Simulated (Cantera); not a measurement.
Feed: 1 mol acetone, 7.1 mol H2, 5.2 mol N2, held at 71300 Torr.

Cantera equilibrium calculation (NASA polynomials, part measured and part estimated; ideal gas, pure solids and liquids). Candidate condensed phases: C, C6H6, C7H8, C8H18, H2O; 136 gas species. The feed counts by its element totals alone. The ideal-gas law is rough above about 30 bar. Kinetics and transport are ignored.

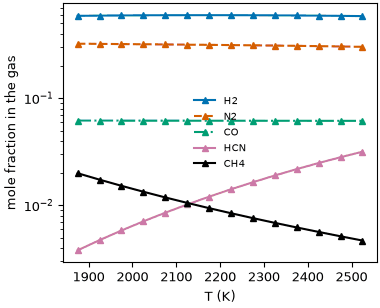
Fig. 1. Equilibrium gas composition (values under 1e-9 drawn at 1e-9)

From 1875 K to 2525 K the condensed part is C(graphite). The main C-bearing gas is CO throughout.
